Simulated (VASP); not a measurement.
# A VASP study of TaTeI (PBE + D3(BJ)): structure first, properties next, part 2 of 5

Aim: relax TaTeI, then compute properties on the relaxed cell. The cell is invented: other elements were put on sites of a known structure type. It may not be a known or stable phase.

VASP 6.6.1, plane waves and PAW; the level of theory is named at each step.

Still holding for the runs below: The k-mesh is coarse for a metal.

So far. Step 2 (Rough relaxation of the start cell): It ends with forces that vanish by symmetry and a pressure of -0.03 GPa.

### 3. Relaxing cell and atoms (PBE + D3(BJ))

Level of this step: PBE with D3(BJ); plane waves and PAW (Ta_pv, Te, I); invented cell (VASP).

Properties are meant for the cell that this level of theory prefers, so cell and atoms are relaxed first (ISIF = 3) until forces and stress are small; EDIFFG sets the threshold.

Input file INCAR:

```
SYSTEM = TaTeI
PREC = Accurate
ENCUT = 400
EDIFF = 1E-06
NELM = 100
ISMEAR = 0
SIGMA = 0.05
LREAL = .FALSE.
ALGO = Normal
GGA = PE
IVDW = 12
NBANDS = 18
LORBIT = 11
LWAVE = .FALSE.
LCHARG = .FALSE.
IBRION = 2
NSW = 60
ISIF = 3
EDIFFG = -0.01
```

Input file POSCAR:

```
TaTeI
1.0
    5.2027551402     -0.0000000002      0.0000000000
   -2.6013775757      4.5057181273      0.0000000000
    0.0000000000      0.0000000000      3.1462751261
Ta Te I
1 1 1
Direct
    0.0000000000      0.0000000000      0.0000000000
    0.6666666700      0.3333333300      0.5000000000
    0.3333333300      0.6666666700      0.5000000000
```

Input file KPOINTS:

```
Automatic mesh
0
Gamma
5 5 7
0 0 0
```

PAW data sets: Ta_pv, Te and I (PBE family, release 64).

Run with:

```sh
mpirun -np 1 vasp_std
```

Log:

```text
[... set-up lines as in an earlier step ...]
 entering main loop
       N       E                     dE             d eps       ncg     rms          rms(c)
DAV:   1     0.122112265298E+03    0.12211E+03   -0.99545E+03   728   0.966E+02
DAV:   2    -0.785663468487E+01   -0.12997E+03   -0.12764E+03  1014   0.232E+02
DAV:   3    -0.132187101807E+02   -0.53621E+01   -0.53139E+01   838   0.444E+01
DAV:   4    -0.133027981531E+02   -0.84088E-01   -0.84028E-01   940   0.605E+00
DAV:   5    -0.133043897269E+02   -0.15916E-02   -0.15915E-02   838   0.777E-01    0.187E+01
DAV:   6    -0.126986455067E+02    0.60574E+00   -0.56093E+00   768   0.947E+00    0.101E+01
DAV:   7    -0.125541416465E+02    0.14450E+00   -0.24233E+00   784   0.524E+00    0.665E+00
DAV:   8    -0.124629831247E+02    0.91159E-01   -0.68890E-01   776   0.364E+00    0.163E+00
DAV:   9    -0.124565952298E+02    0.63879E-02   -0.39461E-02   774   0.904E-01    0.487E-01
DAV:  10    -0.124563251467E+02    0.27008E-03   -0.17736E-03   804   0.222E-01    0.274E-01
DAV:  11    -0.124562362144E+02    0.88932E-04   -0.43434E-04   824   0.115E-01    0.763E-02
DAV:  12    -0.124561991569E+02    0.37058E-04   -0.31182E-04   812   0.740E-02    0.296E-02
DAV:  13    -0.124561890567E+02    0.10100E-04   -0.30564E-05   774   0.282E-02    0.159E-02
DAV:  14    -0.124561886579E+02    0.39879E-06   -0.57106E-07   432   0.504E-03
   1 F= -.14056932E+02 E0= -.14051137E+02  d E =-.140569E+02
 curvature:   0.00 expect dE= 0.000E+00 dE for cont linesearch  0.000E+00
 trial: gam= 0.00000 g(F)=  0.143E-43 g(S)=  0.361E-01 ort = 0.000E+00 (trialstep = 0.100E+01)
 search vector abs. value=  0.361E-01
 bond charge predicted
       N       E                     dE             d eps       ncg     rms          rms(c)
DAV:   1    -0.125553388377E+02   -0.99150E-01   -0.36432E+00   728   0.118E+01    0.185E+00
DAV:   2    -0.124793077911E+02    0.76031E-01   -0.26819E-01   858   0.210E+00    0.573E-01
DAV:   3    -0.124707876176E+02    0.85202E-02   -0.72415E-02   844   0.977E-01    0.357E-01
DAV:   4    -0.124661482550E+02    0.46394E-02   -0.18189E-02   800   0.549E-01    0.153E-01
DAV:   5    -0.124657911424E+02    0.35711E-03   -0.22890E-03   794   0.226E-01    0.114E-01
DAV:   6    -0.124657781210E+02    0.13021E-04   -0.11611E-04   860   0.523E-02    0.787E-02
DAV:   7    -0.124657810937E+02   -0.29727E-05   -0.33776E-05   846   0.299E-02    0.765E-03
DAV:   8    -0.124657806325E+02    0.46125E-06   -0.17266E-06   434   0.694E-03
   2 F= -.14068044E+02 E0= -.14062868E+02  d E =-.111111E-01
[...]
3 F= -.14070191E+02 E0= -.14064649E+02  d E =-.132587E-01
[...]
4 F= -.14070195E+02 E0= -.14064685E+02  d E =-.132630E-01
 curvature:  -0.30 expect dE=-0.208E-04 dE for cont linesearch -0.321E-07
 ZBRENT: accuracy reached
 trial: gam= 0.00368 g(F)=  0.658E-43 g(S)=  0.703E-04 ort =-0.626E-04 (trialstep = 0.946E+00)
 search vector abs. value=  0.703E-04
 bond charge predicted
       N       E                     dE             d eps       ncg     rms          rms(c)
DAV:   1    -0.124716352061E+02   -0.31857E-02   -0.91244E-03   774   0.730E-01    0.146E-01
DAV:   2    -0.124713961353E+02    0.23907E-03   -0.11208E-03   764   0.181E-01    0.612E-02
DAV:   3    -0.124713250837E+02    0.71052E-04   -0.36449E-04   756   0.587E-02    0.321E-02
DAV:   4    -0.124712958564E+02    0.29227E-04   -0.10884E-04   804   0.583E-02    0.233E-02
DAV:   5    -0.124712937929E+02    0.20634E-05   -0.71749E-06   832   0.151E-02    0.260E-02
DAV:   6    -0.124712932019E+02    0.59103E-06   -0.93067E-07   430   0.540E-03
   5 F= -.14070202E+02 E0= -.14064738E+02  d E =-.671462E-05
 trial-energy change:   -0.000007  1 .order   -0.000015   -0.000066    0.000036
 step:   0.4975(harm=  0.6103)  dis= 0.00000  next Energy=   -14.070212 (dE=-0.162E-04)
 reached required accuracy - stopping structural energy minimisation
```

The job ended after 62 s (1 MPI rank of Intel Xeon Platinum 8488C (Sapphire Rapids), shared host; peak memory 0.19 GiB).

OUTCAR, selected parts (step 3):

```text
  LATTYP: Found a hexagonal cell.
 ALAT       =     5.2027551402
 C/A-ratio  =     0.6047325006

The static configuration has the point symmetry D_3h.

 Found     20 irreducible k-points:

   k-points           NKPTS =     20   k-points in BZ     NKDIM =     20   number of bands    NBANDS=     18

   dimension x,y,z NGX =    36 NGY =   36 NGZ =   24
   dimension x,y,z NGXF=    72 NGYF=   72 NGZF=   48

   ENCUT  =  400.0 eV  29.40 Ry    5.42 a.u.   8.48  8.48  5.13*2*pi/ulx,y,z

   NELECT =      24.0000    total number of electrons

 Edisp (eV)   -1.60175

 E-fermi :   8.5835

 k-point     1 :       0.0000    0.0000    0.0000
  band No.  band energies     occupation
    ...
      7       1.7969      2.00000
      8       5.4776      2.00000
      9       5.4776      2.00000
     10       5.5604      2.00000
     11       7.5537      2.00000
     12       8.7692      0.00000
     13       9.9382      0.00000
     14       9.9382      0.00000
     15       9.9704      0.00000
     16       9.9704      0.00000
    ...

 k-point     2 :       0.2000    0.0000    0.0000
  band No.  band energies     occupation
    ...
      7       2.2981      2.00000
      8       4.3842      2.00000
      9       5.7792      2.00000
     10       6.6762      2.00000
     11       7.5381      2.00000
     12       9.3526      0.00000
     13       9.9519      0.00000
     14      10.0694      0.00000
     15      10.1404      0.00000
     16      10.4393      0.00000
    ...

 Edisp (eV)   -1.59891

  Total      -0.01739    -0.01739    -0.02717     0.00000    -0.00000     0.00000
  in kB      -0.37745    -0.37745    -0.58990     0.00000    -0.00000     0.00000
  external pressure =       -0.45 kB  Pullay stress =        0.00 kB

  energy-cutoff  :      400.00
  volume of cell :       73.81
      direct lattice vectors                 reciprocal lattice vectors
     5.166638125 -0.000000000 -0.000000000     0.193549456  0.111745831 -0.000000000
    -2.583319068  4.474439875  0.000000000     0.000000000  0.223491661 -0.000000000
    -0.000000000  0.000000000  3.192586592     0.000000000 -0.000000000  0.313225647

 POSITION                                       TOTAL-FORCE (eV/Angst)
 -----------------------------------------------------------------------------------
     -0.00000      0.00000      0.00000        -0.000000     -0.000000      0.000000
      2.58332      1.49148      1.59629        -0.000000      0.000000      0.000000
     -0.00000      2.98296      1.59629         0.000000     -0.000000      0.000000
 -----------------------------------------------------------------------------------
    total drift:                                0.000006     -0.000003     -0.000000

  FREE ENERGIE OF THE ION-ELECTRON SYSTEM (eV)
  ---------------------------------------------------
  free  energy   TOTEN  =       -14.0702021585 eV

  energy  without entropy=      -14.0592741901  energy(sigma->0) =      -14.06473817

 total charge
# of ion       s       p       d       tot
------------------------------------------
    1        0.323   6.021   2.159   8.503
    2        1.455   1.775   0.091   3.320
    3        1.571   2.607   0.111   4.289
--------------------------------------------------
tot          3.349  10.402   2.361  16.113

[... 2 parts as in an earlier step ...]

[... 7 further parts left out ...]
```

CONTCAR:

```
TaTeI
   1.00000000000000
     5.1666381251897375   -0.0000000001522488   -0.0000000000000000
    -2.5833190681158431    4.4744398746408311    0.0000000000000000
    -0.0000000000000000    0.0000000000000000    3.1925865916719598
  Ta              Te              I
     1     1     1
Direct
     0.0000000000000000    0.0000000000000000    0.0000000000000000
     0.6666666699999979    0.3333333300000021    0.5000000000000000
     0.3333333300000021    0.6666666699999979    0.5000000000000000
```

The steps of the relaxation:

| step | energy less that of the first step (eV) | largest force (eV/Å) | pressure (GPa) | volume (Å³) |
| --- | --- | --- | --- | --- |
| 1 | 0.0000 | 0.0000 | -0.06 | 73.76 |
| 2 | -0.0111 | 0.0000 | 0.08 | 73.64 |
| 3 | -0.0133 | 0.0000 | 0.08 | 73.68 |
| 4 | -0.0133 | 0.0000 | 0.08 | 73.68 |
| 5 | -0.0133 | 0.0000 | -0.04 | 73.81 |

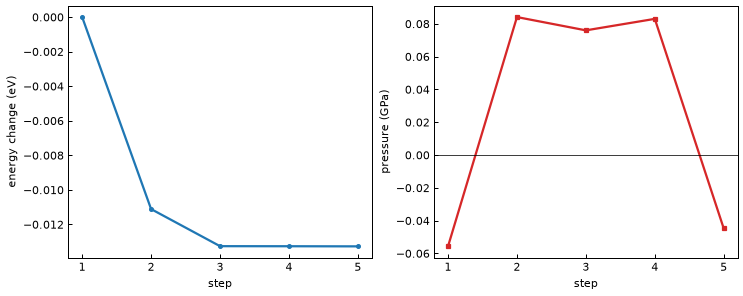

Energy and pressure along the relaxation.

| conventional cell, symmetrised | before | after | change |
| --- | --- | --- | --- |
| a (Å) | 5.203 | 5.167 | -0.7 % |
| b (Å) | 5.203 | 5.167 | -0.7 % |
| c (Å) | 3.146 | 3.193 | +1.5 % |
| volume (Å³/atom) | 24.59 | 24.60 | +0.1 % |

Final coordinates:

```
Ta Te I
1.0
     5.16664    0.00000    0.00000
    -2.58332    4.47444    0.00000
     0.00000    0.00000    3.19259
Ta Te I
1 1 1
Direct
  0.00000 0.00000 0.00000
  0.66667 0.33333 0.50000
  0.33333 0.66667 0.50000
```

Numbers from this step:

* irreducible k-points: 20
* free energy (TOTEN): -14.07 eV
* energy at zero smearing: -14.06 eV
* Fermi energy: 8.584 eV
* pressure: -0.04483 GPa
* SCF cycles over all ionic steps: 39

It ends with forces that vanish by symmetry and a pressure of -0.04 GPa.

### 4. Density, ELF and potential (PBE + D3(BJ))

The relaxed cell gets a fresh self-consistent run, on a basis set for its own volume, to fix the density and to check the remaining stress.

INCAR, as its differences from that of step 3:

```diff
@@ -14,6 +14,5 @@
 LWAVE = .FALSE.
-LCHARG = .FALSE.
-IBRION = 2
-NSW = 60
-ISIF = 3
-EDIFFG = -0.01
+LCHARG = .TRUE.
+ISIF = 2
+LELF = .TRUE.
+LVHAR = .TRUE.
```

Input file POSCAR:

```
TaTeI
1.0
    5.1666381252     -0.0000000002      0.0000000000
   -2.5833190681      4.4744398746      0.0000000000
    0.0000000000      0.0000000000      3.1925865917
Ta Te I
1 1 1
Direct
    0.0000000000      0.0000000000      0.0000000000
    0.6666666700      0.3333333300      0.5000000000
    0.3333333300      0.6666666700      0.5000000000
```

KPOINTS is that of step 3.

Run with:

```sh
mpirun -np 1 vasp_std
```

Log:

```text
[... set-up lines as in an earlier step ...]
 entering main loop
       N       E                     dE             d eps       ncg     rms          rms(c)
DAV:   1     0.117074682460E+03    0.11707E+03   -0.99701E+03   760   0.962E+02
DAV:   2    -0.725574998513E+01   -0.12433E+03   -0.12223E+03   950   0.224E+02
DAV:   3    -0.132089075907E+02   -0.59532E+01   -0.58303E+01   872   0.448E+01
DAV:   4    -0.133246917875E+02   -0.11578E+00   -0.11529E+00   882   0.632E+00
DAV:   5    -0.133266416878E+02   -0.19499E-02   -0.19497E-02   866   0.870E-01    0.187E+01
DAV:   6    -0.126949024329E+02    0.63174E+00   -0.55746E+00   780   0.956E+00    0.102E+01
DAV:   7    -0.125528231632E+02    0.14208E+00   -0.21359E+00   802   0.499E+00    0.636E+00
DAV:   8    -0.124751249375E+02    0.77698E-01   -0.54325E-01   782   0.337E+00    0.180E+00
DAV:   9    -0.124724181485E+02    0.27068E-02   -0.15673E-02   836   0.646E-01    0.865E-01
DAV:  10    -0.124714512002E+02    0.96695E-03   -0.30437E-03   792   0.304E-01    0.262E-01
DAV:  11    -0.124713718837E+02    0.79317E-04   -0.31074E-04   870   0.979E-02    0.109E-01
DAV:  12    -0.124713554630E+02    0.16421E-04   -0.23104E-04   818   0.661E-02    0.253E-02
DAV:  13    -0.124713484839E+02    0.69791E-05   -0.36368E-05   794   0.291E-02    0.121E-02
DAV:  14    -0.124713483974E+02    0.86545E-07   -0.21818E-06   432   0.595E-03
   1 F= -.14070257E+02 E0= -.14064800E+02  d E =-.109146E-01
```

Run time: 28 s. Hardware: 1 MPI rank; peak memory 0.19 GiB.

Parts of OUTCAR (step 4):

```text
  LATTYP: Found a hexagonal cell.
 ALAT       =     5.1666381252
 C/A-ratio  =     0.6179233990

The static configuration has the point symmetry D_3h.

 Found     20 irreducible k-points:

   ENCUT  =  400.0 eV  29.40 Ry    5.42 a.u.   8.43  8.43  5.21*2*pi/ulx,y,z

   NELECT =      24.0000    total number of electrons

 E-fermi :   8.5838

 k-point     1 :       0.0000    0.0000    0.0000
  band No.  band energies     occupation
    ...
      7       1.7969      2.00000
      8       5.4775      2.00000
      9       5.4775      2.00000
     10       5.5604      2.00000
     11       7.5537      2.00000
     12       8.7694      0.00000
     13       9.9387      0.00000
     14       9.9387      0.00000
     15       9.9708      0.00000
     16       9.9708      0.00000
    ...

 k-point     2 :       0.2000    0.0000    0.0000
  band No.  band energies     occupation
    ...
      7       2.2981      2.00000
      8       4.3842      2.00000
      9       5.7792      2.00000
     10       6.6763      2.00000
     11       7.5380      2.00000
     12       9.3528      0.00000
     13       9.9522      0.00000
     14      10.0697      0.00000
     15      10.1409      0.00000
     16      10.4396      0.00000
    ...

 Edisp (eV)   -1.59891

  Total      -0.02272    -0.02272    -0.03412     0.00000    -0.00000     0.00000
  in kB      -0.49321    -0.49321    -0.74064     0.00000    -0.00000     0.00000
  external pressure =       -0.58 kB  Pullay stress =        0.00 kB

  energy-cutoff  :      400.00
  volume of cell :       73.81
      direct lattice vectors                 reciprocal lattice vectors
     5.166638125 -0.000000000  0.000000000     0.193549456  0.111745831  0.000000000
    -2.583319068  4.474439875  0.000000000     0.000000000  0.223491661  0.000000000
     0.000000000  0.000000000  3.192586592     0.000000000  0.000000000  0.313225647

 POSITION                                       TOTAL-FORCE (eV/Angst)
 -----------------------------------------------------------------------------------
      0.00000      0.00000      0.00000         0.000000     -0.000000      0.000000
      2.58332      1.49148      1.59629         0.000000      0.000000      0.000000
     -0.00000      2.98296      1.59629        -0.000000     -0.000000      0.000000
 -----------------------------------------------------------------------------------
    total drift:                                0.000006     -0.000003     -0.000000

  FREE ENERGIE OF THE ION-ELECTRON SYSTEM (eV)
  ---------------------------------------------------
  free  energy   TOTEN  =       -14.0702573540 eV

  energy  without entropy=      -14.0593427543  energy(sigma->0) =      -14.06480005

 total charge
# of ion       s       p       d       tot
------------------------------------------
    1        0.323   6.021   2.159   8.503
    2        1.455   1.775   0.091   3.321
    3        1.571   2.607   0.111   4.289
--------------------------------------------------
tot          3.349  10.403   2.361  16.112

[... 4 parts as in an earlier step ...]

[... 6 further parts left out ...]
```

Numbers from this step:

```
SCF cycles : 14
pressure   : -0.05757 GPa
```

Valence electrons inside each PAW sphere by angular momentum. Sphere charges, by row:

| atom | s (e) | p (e) | d (e) | tot (e) |
| --- | --- | --- | --- | --- |
| Ta1 | 0.323 | 6.021 | 2.159 | 8.503 |
| Te2 | 1.455 | 1.775 | 0.091 | 3.321 |
| I3 | 1.571 | 2.607 | 0.111 | 4.289 |

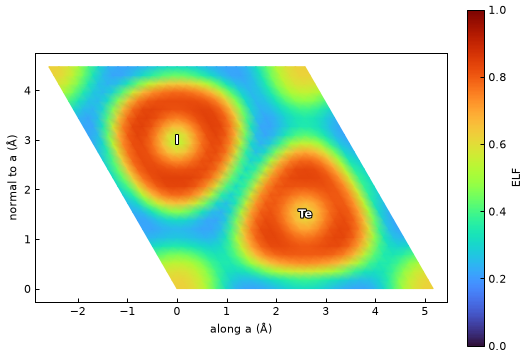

ELF in the ab plane at fractional z = 0.500, with atoms of Te and I within 0.2 Å of it. It is the smooth field of the valence electrons, not physical close to the nuclei.

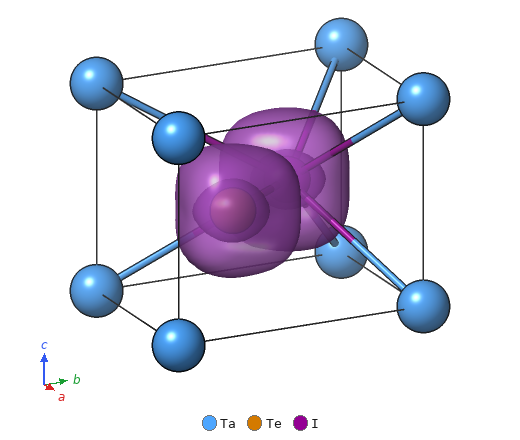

Surface of ELF = 0.8. Bonds to atoms that aren't drawn are left out.

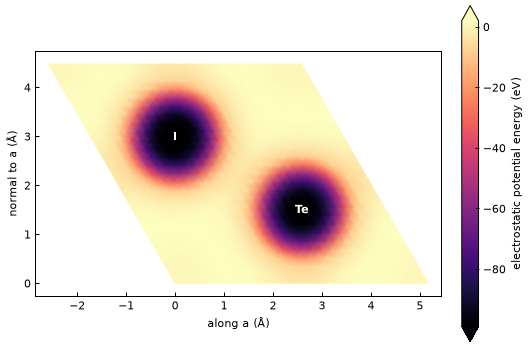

Electrostatic potential energy in the ab plane at fractional z = 0.500, with atoms of Te and I within 0.2 Å of it. With pseudopotentials it is smooth inside the atoms' cores, unlike the true potential.

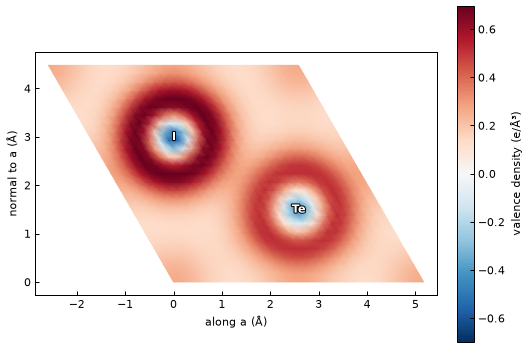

Valence density in the ab plane at fractional z = 0.500, with atoms of Te and I within 0.2 Å of it. It is the smooth field of the valence electrons, not physical close to the nuclei.

In this run the pressure is -0.06 GPa, small enough to go on.

(Part 2 of 5 ends here.)

[Lines on the potential files, build, host, timing and source positions are cut from VASP's logs without a mark.]

[Logs are printed without paths, hosts, clocks, repeated set-up lines and the standing remarks that a program may print on its own settings, such as how far it seeks lower states.]

[Hosts, paths, dates, database ids (printed as entryN), source tags and the programs' standing remarks are cut or masked in the printed files.]

[A measured line is paired with the nearest computed mode of its activity, which favours agreement.]

[In band tables of VASP the shares of atoms and orbitals are scaled to a sum of 1 inside the atoms' spheres.]
